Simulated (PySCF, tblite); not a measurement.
**C₅H₁₀O₂Si: geometry, infrared bands and NMR shifts**

Aim: predict the infrared bands and NMR shifts of C₅H₁₀O₂Si (`O=C[C@H]1COCC[SiH2]1`).

The runs use tblite 0.8.0 and PySCF 2.14.0, with density-fitted response routines of our own; the level of theory stands in each step. All values are computed, except where a source is named. Atoms are numbered from 0 throughout.

## (1) The starting structure

18 atoms, charge 0, multiplicity 1; geometry from: force field or distance geometry start.

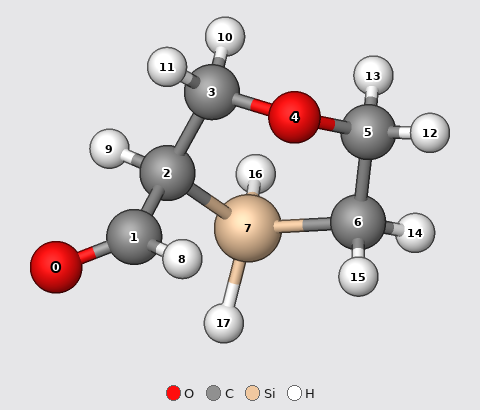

As it starts; oxygen red, carbon grey, silicon light orange, hydrogen white, atoms numbered.

## (2) Relaxing the molecule with GFN2-xTB

What the job is given:

```
{"job": {"kind": "relax", "xc": "GFN2-xTB", "basis": "xTB"}, "charge": 0, "multiplicity": 1}
O      3.162600    -0.723300    -0.862600
C      1.945400    -0.472700    -0.898700
C      1.252900     0.265200     0.219100
C      0.428900     1.408900    -0.427100
O     -0.685500     0.905700    -1.170200
C     -1.765400     0.417000    -0.369300
C     -1.419000    -0.944800     0.223500
Si     0.163700    -0.861000     1.252000
H      1.330400    -0.833200    -1.728400
H      2.013300     0.703600     0.863000
H      0.066800     2.111600     0.333500
H      1.054400     1.965300    -1.113700
H     -2.638600     0.315900    -1.009800
H     -2.013500     1.155400     0.400300
H     -2.254400    -1.309700     0.836700
H     -1.254400    -1.660700    -0.574900
H     -0.140100    -0.219200     2.556400
H      0.743800    -2.217600     1.458600
```

Launch:

```
$ OMP_NUM_THREADS=1 python probes_run.py task.json out
```

This one command runs all jobs of the session in turn.

**Question.** This job is followed by: GFN2-xTB harmonic vibrations, gas phase; GIAO PBE0/pcSseg-1 NMR shielding, non-relativistic, gas phase. Predict these results of the whole session: strongest single infrared mode (GFN2-xTB); zero-point energy (GFN2-xTB); 13C shifts against TMS (PBE0/pcSseg-1); 1H shifts against TMS (PBE0/pcSseg-1); 17O shifts against H2O (PBE0/pcSseg-1); 29Si shifts against TMS (PBE0/pcSseg-1).

The runs gave:

```
                                 quantity                                                            value
strongest single infrared mode (GFN2-xTB)                                            1756 cm⁻¹, 397 km/mol
             zero-point energy (GFN2-xTB)                                                    87.2 kcal/mol
   13C shifts against TMS (PBE0/pcSseg-1)                                209.5, 71.8, 70.7, 42.0, 10.9 ppm
    1H shifts against TMS (PBE0/pcSseg-1)  10.48, 4.78, 4.69, 4.47, 4.17, 3.75, 3.55, 1.88, 1.29, 0.58 ppm
   17O shifts against H2O (PBE0/pcSseg-1)                                                  701.0, 44.9 ppm
  29Si shifts against TMS (PBE0/pcSseg-1)                                                        -42.1 ppm
```

In words: Over 71 steps the energy fell by 0.238 eV; of the close pairs, C2–Si7 changed most, 1.877 to 1.928 Å. No mode is imaginary among the 48: a minimum at this level. The strongest single mode, at 1756 cm⁻¹, moves mainly C1 and O0. GFN2-xTB is a fitted tight-binding method: band positions and strengths are rough. Its intensities can rank the bands wrongly. C1 (aldehyde carbonyl carbon) lies farthest downfield among carbon, at 209.5 ppm; the double bond to the heteroatom, with no lone-pair donor beside it, deshields it most. The most deshielded hydrogen is H8 (hydrogen on an aldehyde carbonyl carbon), at 10.48 ppm: deshielded by the polar, anisotropic C=O bond. At PBE0/pcSseg-1: Shielding is most anisotropic at O0 (span 1386 ppm, paramagnetic term -761 ppm).
